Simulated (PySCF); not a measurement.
| atom | x (Å) | y (Å) | z (Å) |
| --- | --- | --- | --- |
| C | -1.1420 | -1.0771 | -0.6111 |
| N | -0.5968 | 0.1087 | 0.0497 |
| Al | -1.3194 | 1.7562 | 0.0862 |
| Si | 0.9370 | -0.1112 | 0.8552 |
| N | 2.1021 | -0.5877 | -0.3212 |
| H | -1.3039 | -1.8837 | 0.1075 |
| H | -2.0988 | -0.8372 | -1.0791 |
| H | -0.4612 | -1.4450 | -1.3814 |
| H | -2.4709 | 2.1170 | 1.0499 |
| H | -0.8405 | 2.8566 | -0.8903 |
| H | 0.9095 | -1.2119 | 1.8189 |
| H | 1.1124 | 1.2127 | 1.5022 |
| H | 2.1387 | -0.0737 | -1.1881 |
| H | 3.0333 | -0.8243 | -0.0204 |

Geometry: GFN2-xTB.

The calculation used PySCF 2.14.0, B3LYP/def2-SVPD, SCF density, gas phase.

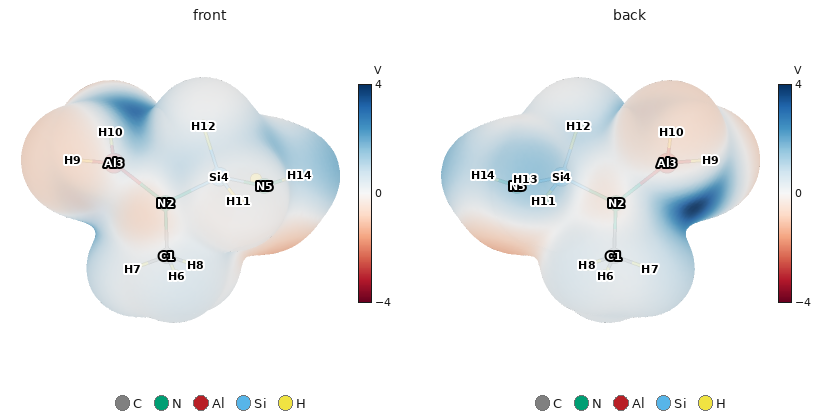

CH$_{9}$AlN$_{2}$Si. The electrostatic potential painted on the density surface at 0.002 e/bohr³, seen from the front and from behind; the colour scale runs from red (negative) to blue (positive).

> Which sites attract a positive test charge, and which a negative one?

A positive charge is drawn to the negative regions and a negative charge to the positive ones. The most negative region (about −1.1 V) lies over N5, the most positive (about +3.7 V) over Al3. N5 is the likeliest acceptor of a hydrogen bond.
